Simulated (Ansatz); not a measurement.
Consider TiC in the rock salt structure (space group Fm-3m, No. 225; a = 4.293 Å; relaxed with 0.1 eV smearing). Axes: x, y, z lie along the cube axes.

Structures relaxed with PBEsol (Ansatz, a program for electronic structure; PAW; 420 eV plane waves; no spin-orbit coupling).

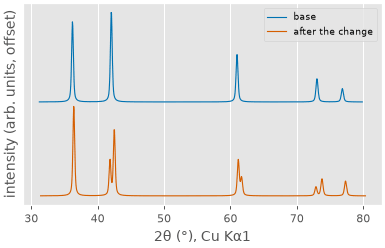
Fig. 1. Simulated powder patterns before (top) and after one change

Q: Which of these changes matches the shifts?
A. biaxial strain +0.50 %, plane normal [001], relaxed out of plane
B. biaxial strain +1.00 %, plane normal [001], relaxed out of plane
C. biaxial strain +2.00 %, plane normal [001], relaxed out of plane
D. biaxial strain −1.00 %, plane normal [001], relaxed out of plane

A: D, biaxial strain −1.00 %, plane normal [001], relaxed out of plane. Its volume per atom is 9.74 Å³ against 9.89 Å³, and its space group is I4/mmm (No. 139).

Stability against distortions was not tested. The final runs are not spin-polarised.
